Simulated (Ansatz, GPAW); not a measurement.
# Geometry or basis: what sets the conductance of an In chain with a Zn atom on top of one atom

Wanted: T(E) of an In chain with a Zn atom on top of one atom at a relaxed geometry in two programs, beside the unrelaxed structure.

Program: GPAW 26.7.0 and Ansatz 0.2.0. Level of theory: Ansatz plane waves; relaxation of the junction with the lead ends held; PAW set soft_1, in the first sound run; inputs show where later runs differ. Results are calculated unless marked as measured.

## 1. Starting point

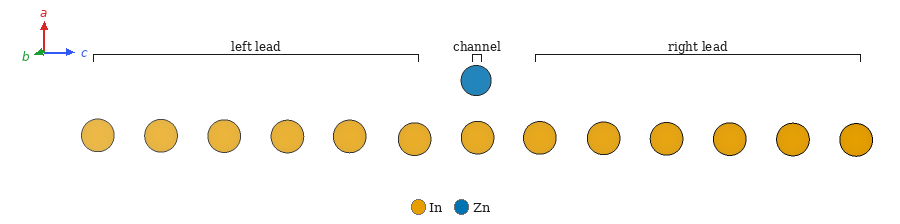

The starting structure, seen from the side, with the c axis across the page (indium orange, zinc blue).

The cell holds 14 atoms: 13 In and 1 Zn. Its edges and angles: a = 9.000 Å, b = 9.000 Å, c = 38.350 Å, α = 90.0°, β = 90.0°, γ = 90.0°. Regions: left lead, 6 atoms (6 In); channel, 2 atoms (1 In and 1 Zn); right lead, 6 atoms (6 In). Vacuum lies along a and b. The structure is stacked along c, and the current runs across the ab planes.

## 2. Relaxing the atoms

Transmission follows bond lengths closely, so the atoms between the held lead ends are relaxed first, from a slightly shaken start that lets symmetry break.

Contents of input.yaml:

```yaml
crystal:
  lattice:
    - [9.0, 0.0, 0.0]
    - [0.0, 9.0, 0.0]
    - [0.0, 0.0, 38.35]
  atoms:
    - { symbol: In, position: [0.5, 0.5, 0.0384615385] }
    - { symbol: In, position: [0.5, 0.5, 0.1153846154] }
    - { symbol: In, position: [0.5, 0.5, 0.1923076923] }
    - { symbol: In, position: [0.5, 0.5, 0.2692307692] }
    - { symbol: In, position: [0.5023183992, 0.4967350861, 0.3449229541] }
    - { symbol: In, position: [0.4902500981, 0.4988225595, 0.4240528863] }
    - { symbol: In, position: [0.5001102421, 0.5017061468, 0.5008004471] }
    - { symbol: Zn, position: [0.7929817358, 0.5088409557, 0.4993140222] }
    - { symbol: In, position: [0.5012451769, 0.5091319361, 0.5768337009] }
    - { symbol: In, position: [0.5003809817, 0.4982937349, 0.6541078434] }
    - { symbol: In, position: [0.5, 0.5, 0.7307692308] }
    - { symbol: In, position: [0.5, 0.5, 0.8076923077] }
    - { symbol: In, position: [0.5, 0.5, 0.8846153846] }
    - { symbol: In, position: [0.5, 0.5, 0.9615384615] }
kpoints:
  mp_grid: { grid: [1, 1, 2] }
hamiltonian:
  xc: pbe
  pseudopotentials: { kind: paw, azcp: { folder: soft_1 } }
scf:
  occupations: { method: fermi_dirac, width: 0.1 }
relax:
  f_tol: 0.03
  max_steps: 80
  constraints: [{ sites: [0, 1, 2, 3, 10, 11, 12, 13] }]
```

Run with:

```bash
$ ansatz run input.yaml --threads 4 --pin off --max-ram 8192MiB --backend cpu --events-out ev --progress --plain --runs-dir out
```

Numbers of over 12 decimals in the logs are rounded to 6 here.

The log of the run:

```text
Engine: ansatz 0.2.0, aarch64-unknown-linux-gnu
Pseudopotentials: kind: paw
Pseudopotential: In, paw, valence charge 13, recommended cutoff 420 eV (normal), soft_1/In.paw.azcp
Pseudopotential: Zn, paw, valence charge 12, recommended cutoff 420 eV (normal), soft_1/Zn.paw.azcp
Functional definition: PBE
  parameter kappa = 0.804
  parameter beta = 0.066725
  exchange = pbe_x(kappa = kappa, mu = beta*pi^2/3)
  correlation = pbe_c(beta = beta)
Crystal: 14 atoms, lattice volume = 3106.350 Å³
Basis set: ecut = 420 eV, 60645 PW (Γ), exchange–correlation on 128×128×540 points (8 copies of the dense FFT grid, shifted against one another)
Bands: 109, of which v1, the nominal top of the filled ones, is band 91 counted from 1 (90 counted from 0)
Symmetry: 1 space group operations
Space group: P1 (ITA 1), of the structure as read, at distance tolerance 1.5e-4 Å
k-points: 2
Non-local potential: In, projectors of the file, l = 0: 2, l = 1: 2, l = 2: 2, l = 3: 1
Non-local potential: Zn, projectors of the file, l = 0: 2, l = 1: 2, l = 2: 3, l = 3: 1
PAW form: soft (Blöchl's): semilocal exchange-correlation on the pseudo side does not see the compensation charge
PAW one-centre angular grid: In, 590 points (default); XC on 64 Gauss nodes
PAW one-centre angular grid: Zn, 590 points (default); XC on 64 Gauss nodes
Initial density: superposition of atomic densities (neutral atoms: chi_scale 0, normalization atom)
Initial wavefunctions: pseudopotential atomic-orbital guess
Functional: x = pbe(κ = 0.804, μ = 0.219515), c = pbe(β = 0.066725)
iter 1 solved again at ethr=1.74e-3 eV; its pass at ethr=3.10e-3 eV (dr2=3.15e0 eV) is discarded
SCF iter   1: F=—  HF=-76076.771681 eV  |F-HF|=—  |Δ(HF+E_count)|=         —  Δρ=6.35e-3  dr2=3.23e0  ethr=1.74e-3  ⟨swp⟩=1.0  Hψ=1089  notcnv=0
preconditioner: auto → LDOS  [metal: Δε(μ)=0.082 eV  Ē_g=12.831 eV  σ=0.100 eV  W_gap=0.20  n_scr=280 (ndim 8)  ℏωp=9.0 eV  f_vac=0.679  D(μ)=29.27/eV (n_scr^D=110)  β→1.0]
SCF iter   2: F=—  HF=-76075.840217 eV  |F-HF|=—  |Δ(HF+E_count)|=   9.31e-1  Δρ=3.11e-3  dr2=3.34e-1  ethr=1.74e-3  ⟨swp⟩=4.5  Hψ=325  notcnv=0
SCF iter   3: F=—  HF=-76075.978427 eV  |F-HF|=—  |Δ(HF+E_count)|=   1.38e-1  Δρ=2.63e-3  dr2=1.73e-1  ethr=1.84e-4  ⟨swp⟩=2.5  Hψ=468  notcnv=0
SCF iter   4: F=—  HF=-76075.945067 eV  |F-HF|=—  |Δ(HF+E_count)|=   3.34e-2  Δρ=1.31e-3  dr2=5.74e-2  ethr=9.58e-5  ⟨swp⟩=2.0  Hψ=289  notcnv=0
SCF iter   5: F=—  HF=-76075.932984 eV  |F-HF|=—  |Δ(HF+E_count)|=   1.21e-2  Δρ=3.13e-4  dr2=8.70e-3  ethr=3.17e-5  ⟨swp⟩=2.0  Hψ=292  notcnv=0
SCF iter   6: F=—  HF=-76075.932345 eV  |F-HF|=—  |Δ(HF+E_count)|=   6.39e-4  Δρ=1.20e-4  dr2=1.39e-3  ethr=4.80e-6  ⟨swp⟩=2.0  Hψ=304  notcnv=0
SCF iter   7: F=—  HF=-76075.932418 eV  |F-HF|=—  |Δ(HF+E_count)|=   7.34e-5  Δρ=5.57e-5  dr2=2.90e-4  ethr=7.66e-7  ⟨swp⟩=2.0  Hψ=305  notcnv=0
SCF iter   8: F=—  HF=-76075.932421 eV  |F-HF|=—  |Δ(HF+E_count)|=   3.12e-6  Δρ=1.54e-5  dr2=4.48e-5  ethr=1.60e-7  ⟨swp⟩=2.0  Hψ=312  notcnv=0
SCF iter   9: F=-76075.932418 eV  HF=-76075.932420 eV  |F-HF|=2.12e-6  |Δ(HF+E_count)|=   9.81e-7  Δρ=7.44e-6  dr2=3.71e-6  ethr=1.24e-8  ⟨swp⟩=4.0  Hψ=641  notcnv=0
SCF 1 converged in 9 iterations: F = -76075.932418 eV  dr2 = 3.71e-6
  greatest PAW one-centre occupation: 0.986 electrons in one spin orbital (limit 2), on the Zn atom at site 7 (counted from 0), in its partial waves of l = 2
relax step   1: F+E_penalty+E_count = -76075.93241837 eV  Δ(F+E_penalty+E_count) = +0.000e0 eV  max|allowed force component| = 4.322e-1 eV/Å  Δτ_max = 0.0000 Å  (9 SCF iters, dr2 threshold 2.25e-5 eV, accepted)
Initial density: handed on by an earlier stage of this run
Initial wavefunctions: those handed on with the density
iter 1 solved again at ethr=1.27e-5 eV; its pass at ethr=3.10e-3 eV (dr2=2.29e-2 eV) is discarded
SCF iter   1: F=—  HF=-76075.968992 eV  |F-HF|=—  |Δ(HF+E_count)|=         —  Δρ=3.29e-4  dr2=1.47e-2  ethr=1.27e-5  ⟨swp⟩=2.0  Hψ=653  notcnv=0
preconditioner: auto → LDOS  [metal: Δε(μ)=0.048 eV  Ē_g=12.831 eV  σ=0.100 eV  W_gap=0.12  n_scr=280 (ndim 8)  ℏωp=9.0 eV  f_vac=0.699  D(μ)=32.60/eV (n_scr^D=120)  β→1.0]
SCF iter   2: F=—  HF=-76075.967894 eV  |F-HF|=—  |Δ(HF+E_count)|=   1.10e-3  Δρ=2.27e-4  dr2=3.81e-3  ethr=8.12e-6  ⟨swp⟩=3.0  Hψ=459  notcnv=0
SCF iter   3: F=—  HF=-76075.967775 eV  |F-HF|=—  |Δ(HF+E_count)|=   1.19e-4  Δρ=1.21e-4  dr2=9.93e-4  ethr=2.10e-6  ⟨swp⟩=2.0  Hψ=402  notcnv=0
SCF iter   4: F=—  HF=-76075.967638 eV  |F-HF|=—  |Δ(HF+E_count)|=   1.37e-4  Δρ=6.69e-5  dr2=2.95e-4  ethr=5.49e-7  ⟨swp⟩=2.0  Hψ=279  notcnv=0
SCF iter   5: F=—  HF=-76075.967593 eV  |F-HF|=—  |Δ(HF+E_count)|=   4.59e-5  Δρ=3.10e-5  dr2=6.21e-5  ethr=1.63e-7  ⟨swp⟩=2.0  Hψ=266  notcnv=0
SCF iter   6: F=—  HF=-76075.967587 eV  |F-HF|=—  |Δ(HF+E_count)|=   5.58e-6  Δρ=9.65e-6  dr2=1.36e-5  ethr=3.43e-8  ⟨swp⟩=2.0  Hψ=264  notcnv=0
SCF iter   7: F=-76075.967586 eV  HF=-76075.967586 eV  |F-HF|=9.91e-7  |Δ(HF+E_count)|=   5.00e-7  Δρ=3.53e-6  dr2=1.82e-6  ethr=6.45e-9  ⟨swp⟩=4.0  Hψ=642  notcnv=0
SCF 2 converged in 7 iterations: F = -76075.967586 eV  dr2 = 1.82e-6
relax step   2: F+E_penalty+E_count = -76075.96758550 eV  Δ(F+E_penalty+E_count) = -3.517e-2 eV  max|allowed force component| = 2.678e-1 eV/Å  Δτ_max = 0.0729 Å  (7 SCF iters, dr2 threshold 1.17e-5 eV, accepted)
SCF iter   1: F=—  HF=-76076.055091 eV  |F-HF|=—  |Δ(HF+E_count)|=         —  Δρ=7.26e-4  dr2=9.41e-2  ethr=6.15e-4  ⟨swp⟩=7.0  Hψ=576  notcnv=0
preconditioner: auto → LDOS  [metal: Δε(μ)=0.026 eV  Ē_g=12.789 eV  σ=0.100 eV  W_gap=0.06  n_scr=280 (ndim 8)  ℏωp=9.0 eV  f_vac=0.699  D(μ)=31.28/eV (n_scr^D=120)  β→1.0]
SCF iter   2: F=—  HF=-76076.051590 eV  |F-HF|=—  |Δ(HF+E_count)|=   3.50e-3  Δρ=5.19e-4  dr2=1.73e-2  ethr=5.20e-5  ⟨swp⟩=3.0  Hψ=417  notcnv=0
SCF iter   3: F=—  HF=-76076.049820 eV  |F-HF|=—  |Δ(HF+E_count)|=   1.77e-3  Δρ=2.28e-4  dr2=3.78e-3  ethr=9.54e-6  ⟨swp⟩=2.0  Hψ=398  notcnv=0
SCF iter   4: F=—  HF=-76076.049506 eV  |F-HF|=—  |Δ(HF+E_count)|=   3.14e-4  Δρ=1.11e-4  dr2=7.68e-4  ethr=2.09e-6  ⟨swp⟩=2.0  Hψ=361  notcnv=0
SCF iter   5: F=—  HF=-76076.049484 eV  |F-HF|=—  |Δ(HF+E_count)|=   2.16e-5  Δρ=9.58e-5  dr2=2.89e-4  ethr=4.24e-7  ⟨swp⟩=2.0  Hψ=272  notcnv=0
SCF iter   6: F=—  HF=-76076.049422 eV  |F-HF|=—  |Δ(HF+E_count)|=   6.27e-5  Δρ=1.80e-5  dr2=4.86e-5  ethr=1.60e-7  ⟨swp⟩=2.0  Hψ=258  notcnv=0
SCF iter   7: F=—  HF=-76076.049423 eV  |F-HF|=—  |Δ(HF+E_count)|=   8.01e-7  Δρ=7.69e-6  dr2=9.10e-6  ethr=2.68e-8  ⟨swp⟩=2.0  Hψ=250  notcnv=0
SCF iter   8: F=-76076.049422 eV  HF=-76076.049422 eV  |F-HF|=8.33e-7  |Δ(HF+E_count)|=   1.71e-7  Δρ=3.21e-6  dr2=1.41e-6  ethr=2.48e-9  ⟨swp⟩=4.5  Hψ=656  notcnv=0
SCF 3 converged in 8 iterations: F = -76076.049422 eV  dr2 = 1.41e-6
relax step   3: F+E_penalty+E_count = -76076.04942162 eV  Δ(F+E_penalty+E_count) = -8.184e-2 eV  max|allowed force component| = 1.483e-1 eV/Å  Δτ_max = 0.1956 Å  (8 SCF iters, dr2 threshold 4.48e-6 eV, accepted)
[... from here on, the SCF cycles and remarks between the steps are left out ...]
relax step   4: F+E_penalty+E_count = -76076.15424165 eV  Δ(F+E_penalty+E_count) = -1.048e-1 eV  max|allowed force component| = 1.476e-1 eV/Å  Δτ_max = 0.1955 Å  (7 SCF iters, dr2 threshold 6.75e-6 eV, accepted)
relax step   5: F+E_penalty+E_count = -76076.25260535 eV  Δ(F+E_penalty+E_count) = -9.836e-2 eV  max|allowed force component| = 1.666e-1 eV/Å  Δτ_max = 0.1955 Å  (7 SCF iters, dr2 threshold 6.68e-6 eV, accepted)
relax step   6: F+E_penalty+E_count = -76076.30095887 eV  Δ(F+E_penalty+E_count) = -4.835e-2 eV  max|allowed force component| = 1.322e-1 eV/Å  Δτ_max = 0.2000 Å  (7 SCF iters, dr2 threshold 2.75e-5 eV, accepted)
relax step   7: F+E_penalty+E_count = -76076.32838966 eV  Δ(F+E_penalty+E_count) = -2.743e-2 eV  max|allowed force component| = 5.923e-2 eV/Å  Δτ_max = 0.1943 Å  (7 SCF iters, dr2 threshold 1.10e-5 eV, accepted)
relax step   8: F+E_penalty+E_count = -76076.34320020 eV  Δ(F+E_penalty+E_count) = -1.481e-2 eV  max|allowed force component| = 8.485e-2 eV/Å  Δτ_max = 0.1949 Å  (9 SCF iters, accepted)
relax step   9: F+E_penalty+E_count = -76076.35569049 eV  Δ(F+E_penalty+E_count) = -1.249e-2 eV  max|allowed force component| = 3.469e-2 eV/Å  Δτ_max = 0.1952 Å  (8 SCF iters, dr2 threshold 1.45e-6 eV, accepted)
relax step  10: F+E_penalty+E_count = -76076.36468808 eV  Δ(F+E_penalty+E_count) = -8.998e-3 eV  max|allowed force component| = 8.190e-2 eV/Å  Δτ_max = 0.1944 Å  (9 SCF iters, accepted)
relax step  11: F+E_penalty+E_count = -76076.36882418 eV  Δ(F+E_penalty+E_count) = -4.136e-3 eV  max|allowed force component| = 1.500e-1 eV/Å  Δτ_max = 0.1912 Å  (8 SCF iters, dr2 threshold 1.12e-6 eV, accepted)
relax step  12: F+E_penalty+E_count = -76076.38123439 eV  Δ(F+E_penalty+E_count) = -1.241e-2 eV  max|allowed force component| = 4.993e-2 eV/Å  Δτ_max = 0.1910 Å  (7 SCF iters, dr2 threshold 2.25e-5 eV, accepted)
relax step  13: F+E_penalty+E_count = -76076.38784537 eV  Δ(F+E_penalty+E_count) = -6.611e-3 eV  max|allowed force component| = 2.775e-2 eV/Å  Δτ_max = 0.1950 Å  (9 SCF iters, accepted)
relax step  14: F+E_penalty+E_count = -76076.38975771 eV  Δ(F+E_penalty+E_count) = -1.912e-3 eV  max|allowed force component| = 1.856e-2 eV/Å  Δτ_max = 0.1175 Å  (9 SCF iters, accepted)
relax step  15: F+E_penalty+E_count = -76076.39020933 eV  Δ(F+E_penalty+E_count) = -4.516e-4 eV  max|allowed force component| = 1.406e-2 eV/Å  Δτ_max = 0.0698 Å  (9 SCF iters, accepted)
SCF iter   1: F=—  HF=-76076.390807 eV  |F-HF|=—  |Δ(HF+E_count)|=         —  Δρ=2.65e-4  dr2=1.44e-2  ethr=6.28e-5  ⟨swp⟩=4.0  Hψ=561  notcnv=0
preconditioner: auto → LDOS  [metal: Δε(μ)=0.041 eV  Ē_g=12.748 eV  σ=0.100 eV  W_gap=0.10  n_scr=280 (ndim 8)  ℏωp=9.0 eV  f_vac=0.700  D(μ)=27.75/eV (n_scr^D=102)  β→1.0]
SCF iter   2: F=—  HF=-76076.391036 eV  |F-HF|=—  |Δ(HF+E_count)|=   2.29e-4  Δρ=2.28e-4  dr2=7.55e-3  ethr=7.95e-6  ⟨swp⟩=2.0  Hψ=429  notcnv=0
SCF iter   3: F=—  HF=-76076.390461 eV  |F-HF|=—  |Δ(HF+E_count)|=   5.74e-4  Δρ=6.37e-5  dr2=1.03e-3  ethr=4.17e-6  ⟨swp⟩=2.0  Hψ=385  notcnv=0
SCF iter   4: F=—  HF=-76076.390451 eV  |F-HF|=—  |Δ(HF+E_count)|=   1.03e-5  Δρ=5.18e-5  dr2=1.62e-4  ethr=5.70e-7  ⟨swp⟩=2.0  Hψ=365  notcnv=0
SCF iter   5: F=—  HF=-76076.390475 eV  |F-HF|=—  |Δ(HF+E_count)|=   2.37e-5  Δρ=6.19e-5  dr2=9.25e-5  ethr=8.95e-8  ⟨swp⟩=2.0  Hψ=271  notcnv=0
SCF iter   6: F=—  HF=-76076.390685 eV  |F-HF|=—  |Δ(HF+E_count)|=   2.11e-4  Δρ=6.90e-6  dr2=2.31e-5  ethr=5.11e-8  ⟨swp⟩=2.0  Hψ=267  notcnv=0
SCF iter   7: F=—  HF=-76076.390686 eV  |F-HF|=—  |Δ(HF+E_count)|=   3.35e-7  Δρ=2.28e-6  dr2=2.89e-6  ethr=1.27e-8  ⟨swp⟩=1.0  Hψ=218  notcnv=0
SCF iter   8: F=—  HF=-76076.390686 eV  |F-HF|=—  |Δ(HF+E_count)|=   6.96e-9  Δρ=1.23e-6  dr2=1.82e-6  ethr=1.59e-9  ⟨swp⟩=1.0  Hψ=218  notcnv=0
SCF iter   9: F=—  HF=-76076.390686 eV  |F-HF|=—  |Δ(HF+E_count)|=   3.00e-8  Δρ=5.81e-7  dr2=1.89e-7  ethr=1.01e-9  ⟨swp⟩=1.0  Hψ=218  notcnv=0
SCF iter  10: F=-76076.390686 eV  HF=-76076.390686 eV  |F-HF|=3.30e-9  |Δ(HF+E_count)|=   4.82e-9  Δρ=2.10e-7  dr2=5.32e-9  ethr=5.52e-11  ⟨swp⟩=4.0  Hψ=624  notcnv=0
SCF 16 converged in 10 iterations: F = -76076.390686 eV  dr2 = 5.32e-9
relax step  16: F+E_penalty+E_count = -76076.39068577 eV  Δ(F+E_penalty+E_count) = -4.764e-4 eV  max|allowed force component| = 9.839e-3 eV/Å  Δτ_max = 0.0956 Å  (10 SCF iters, accepted)
SCF converged after 10 iterations
Free energy (F): -76076.390686 eV
Harris-Foulkes:  -76076.390686 eV  (|F-HF|=3.30e-9)
Internal energy: -76075.517460 eV  (E = F + TS)
E sigma→0 (E₀):  -76075.954073 eV
Entropy (-TS):   -0.873226 eV (-62.373 meV/atom)
Fermi energy:    -1.775854 eV
--- Per-component energies (eV) ---
  E_band       = -2464.986955
  E_kinetic    = 2931.597183
  E_local      = -39540.282923  (includes V_loc(G=0)·N_el)
  E_nonlocal   = 5059.576424
  E_hartree    = 17106.367403
  E_xc         = -1928.828305
  E_vxc        = -1194.930194  (∫ρ·V_xc dr)
  E_paw        = -56560.794275  (= ΣΔE_a)
  E_vpaw       = -3933.683418  (= ΣTr[D̂ρ^β])
  E_aug_tail   = 0.001664  (compensation charges beyond the density's cutoff)
  E_ewald      = -3143.154631
  E_smearing   = -0.873226  (= −TS)
  E_closure    = 0.000000  (closes the sum)
  Σ components = -76076.390686   (vs F -76076.390686, Δ=0.00e0)
--- Forces (eV/Å), atoms counted from 1 ---
  atom   1  In     0.00260959     0.01616739     0.02786425
  atom   2  In    -0.00521411    -0.01747967     0.06159461
  atom   3  In    -0.00330807    -0.05237135    -0.08936220
  atom   4  In     0.00635838     0.05263909     0.33845649
  atom   5  In    -0.00183827     0.00125425    -0.00291298
  atom   6  In     0.00225886    -0.00112018     0.00246737
  atom   7  In     0.00084874     0.00428339    -0.00264111
  atom   8  Zn    -0.00329778    -0.00262119     0.00456102
  atom   9  In    -0.00099865     0.00075674    -0.00983884
  atom  10  In    -0.00252876    -0.00063712     0.00646750
  atom  11  In     0.01587198     0.05106113    -0.33542893
  atom  12  In    -0.00882359    -0.05110006     0.08562941
  atom  13  In    -0.00696658    -0.01705293    -0.06127108
  atom  14  In     0.00501116     0.01621205    -0.02558523
  max |Σ_I F_I| component: 1.71e-5 eV/Å
--- Relaxed structure (16 steps of the walk, 16 accepted, 0 SCFs on fresh bases) ---
  F+E_penalty+E_count = -76076.39068577 eV   max|allowed force component| = 9.839e-3 eV/Å
  atoms:
    - { symbol: In, position: [0.5, 0.5, 0.0384615385] }
    - { symbol: In, position: [0.5, 0.5, 0.115385] }
    - { symbol: In, position: [0.5, 0.5, 0.1923076923] }
    - { symbol: In, position: [0.5, 0.5, 0.2692307692] }
    - { symbol: In, position: [0.486429, 0.405662, 0.349642] }
    - { symbol: In, position: [0.485252, 0.493427, 0.429992] }
    - { symbol: In, position: [0.371069, 0.371254, 0.500633] }
    - { symbol: Zn, position: [0.658944, 0.447013, 0.498752] }
    - { symbol: In, position: [0.493273, 0.493690, 0.570258] }
    - { symbol: In, position: [0.476852, 0.409110, 0.650435] }
    - { symbol: In, position: [0.5, 0.5, 0.730769] }
    - { symbol: In, position: [0.5, 0.5, 0.8076923077] }
    - { symbol: In, position: [0.5, 0.5, 0.884615] }
    - { symbol: In, position: [0.5, 0.5, 0.961538] }
```

Elapsed: 3.1 min, on 4 threads of Arm Neoverse V1, shared host; peak memory 3.6 GiB.

The steps of the relaxation:

```
step  energy less that of the first step (eV)  largest force component (eV/Å)
   1                                   0.0000                          0.4322
   2                                  -0.0352                          0.2678
   3                                  -0.1170                          0.1483
   4                                  -0.2218                          0.1476
   5                                  -0.3202                          0.1666
   6                                  -0.3685                          0.1322
   7                                  -0.3960                          0.0592
   8                                  -0.4108                          0.0849
   9                                  -0.4233                          0.0347
  10                                  -0.4323                          0.0819
  11                                  -0.4364                          0.1500
  12                                  -0.4488                          0.0499
  13                                  -0.4554                          0.0278
  14                                  -0.4573                          0.0186
  15                                  -0.4578                          0.0141
  16                                  -0.4583                          0.0098
```

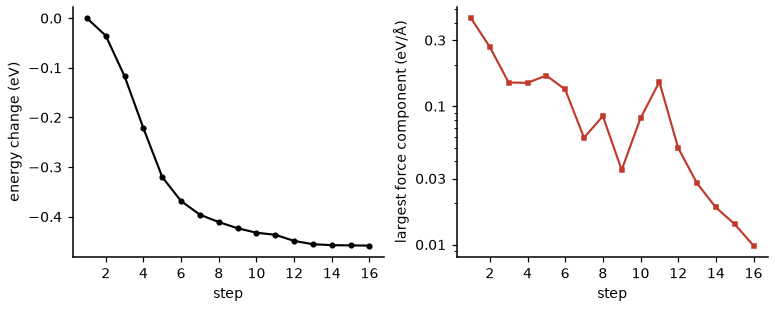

Energy and largest force along the relaxation.

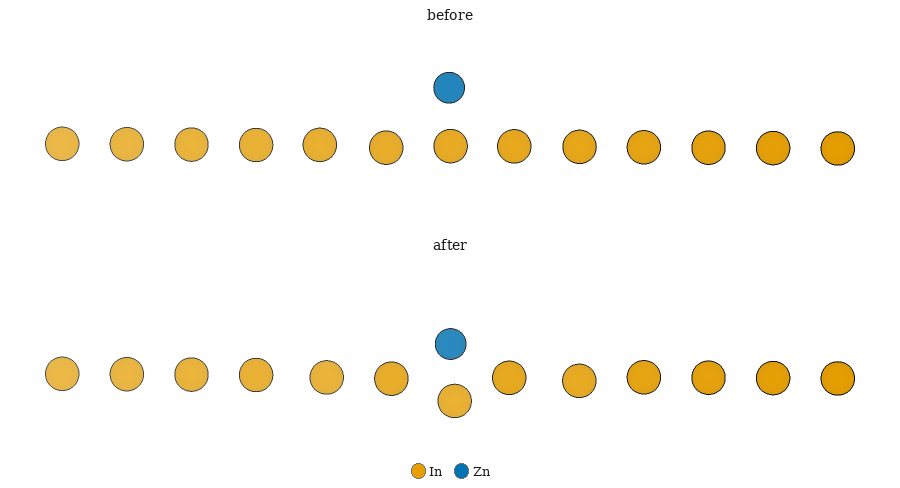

The structure before and after the relaxation, drawn at the same scale.

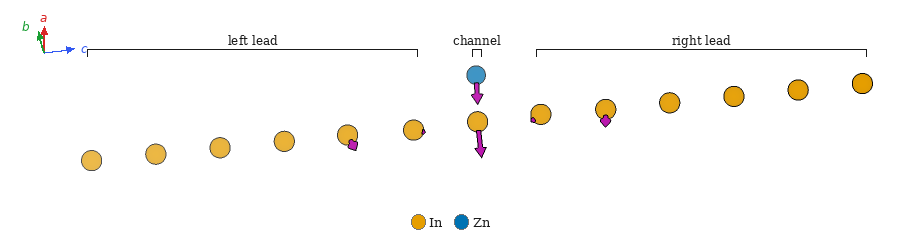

Displacements in the relaxation, scaled; the longest in the cell stands for 1.65 Å.

The atoms that moved most (Å):

```
atom      dx      dy      dz  length
 In7  -1.161  -1.174  -0.006   1.651
 Zn8  -1.206  -0.556  -0.022   1.329
 In5  -0.143  -0.820   0.181   0.851
In10  -0.212  -0.803  -0.141   0.842
 In9  -0.072  -0.139  -0.252   0.297
 In6  -0.045  -0.049   0.228   0.237
```

The relaxed structure:

```cif
data_structure
_symmetry_space_group_name_H-M 'P 1'
_symmetry_Int_Tables_number 1
_cell_length_a 9.0000
_cell_length_b 9.0000
_cell_length_c 38.3500
_cell_angle_alpha 90.000
_cell_angle_beta 90.000
_cell_angle_gamma 90.000
_cell_volume 3106.35
loop_
_atom_site_label
_atom_site_type_symbol
_atom_site_fract_x
_atom_site_fract_y
_atom_site_fract_z
_atom_site_occupancy
In1 In 0.50000 0.50000 0.03846 1
In2 In 0.50000 0.50000 0.11538 1
In3 In 0.50000 0.50000 0.19231 1
In4 In 0.50000 0.50000 0.26923 1
In5 In 0.48643 0.40566 0.34964 1
In6 In 0.48525 0.49343 0.42999 1
In7 In 0.37107 0.37125 0.50063 1
Zn8 Zn 0.65894 0.44701 0.49875 1
In9 In 0.49327 0.49369 0.57026 1
In10 In 0.47685 0.40911 0.65044 1
In11 In 0.50000 0.50000 0.73077 1
In12 In 0.50000 0.50000 0.80769 1
In13 In 0.50000 0.50000 0.88462 1
In14 In 0.50000 0.50000 0.96154 1
```

This step gave:

| Quantity | Value |
| --- | --- |
| free energy | -76076.3907 eV |
| smearing term TS | 0.8732 eV |
| symmetry operations | 1 |

The relaxation lowered the energy of the cell by 0.458 eV.

[end of part 1 of 3]

[Logs are printed without paths, hosts, clocks, repeated set-up lines and the standing remarks that a program may print on its own settings, such as how far it seeks lower states.]

[Hosts, paths, dates, database ids (printed as entryN), source tags and the programs' standing remarks are cut or masked in the printed files.]
